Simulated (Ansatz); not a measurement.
```yaml
atoms:
  - { symbol: Al, position_ang: [0.3097, 0.1196, -1.9021] }
  - { symbol: H, position_ang: [0.5674, -0.0575, 1.3728] }
  - { symbol: H, position_ang: [1.3037, -0.0183, 1.1871] }
  - { symbol: C, position_ang: [-1.4814, 0.0066, -1.0034] }
  - { symbol: H, position_ang: [-1.5989, -0.9204, -0.4111] }
  - { symbol: H, position_ang: [-1.6615, 0.8513, -0.3119] }
  - { symbol: H, position_ang: [-2.3055, 0.0187, -1.7410] }
```

Method: Ansatz, RKS B3LYP-D4/def2-SVPD.

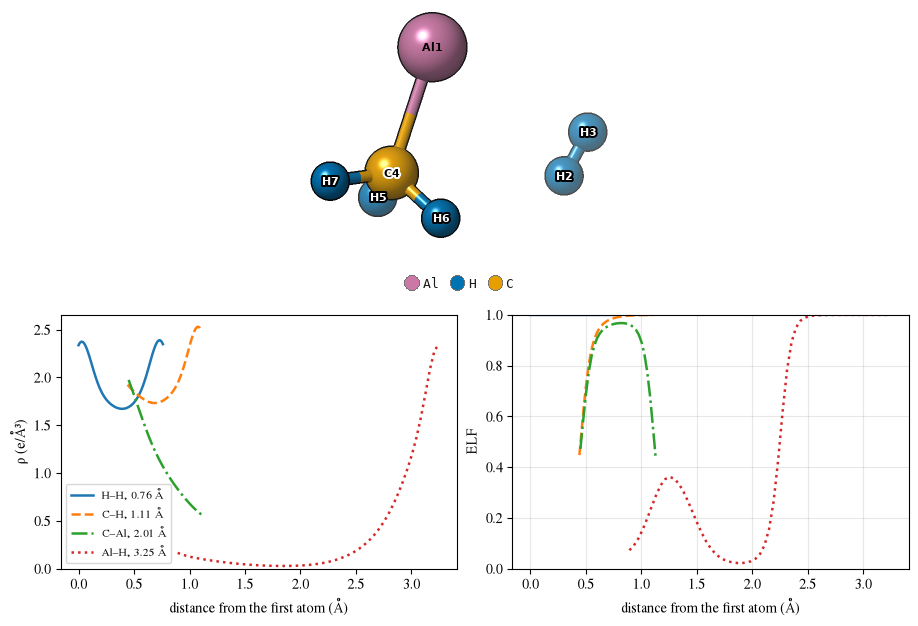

CH3Al···H2. Total electron density and ELF along straight lines between neighbouring atoms. The curves leave out the atomic cores. The structure is drawn too.

Compare the contacts.

H–H (0.76 Å): ρ at the midpoint is about 1.7 e/Å³; the ELF is about 1 at the midpoint.
C–H (1.11 Å): ρ at the midpoint is about 1.8 e/Å³; the ELF climbs to about 1 towards the hydrogen, as it does in any bond to H (a covalent bond by its length).
C–Al (2.01 Å): ρ at the midpoint is about 0.68 e/Å³; the ELF peaks at about 0.95 between the atoms (a polar covalent bond).
Al1···H3 (3.25 Å): the density falls to about 0.03 e/Å³ on the way; the ELF dips to about 0 between them; a non-bonded, intermolecular contact.
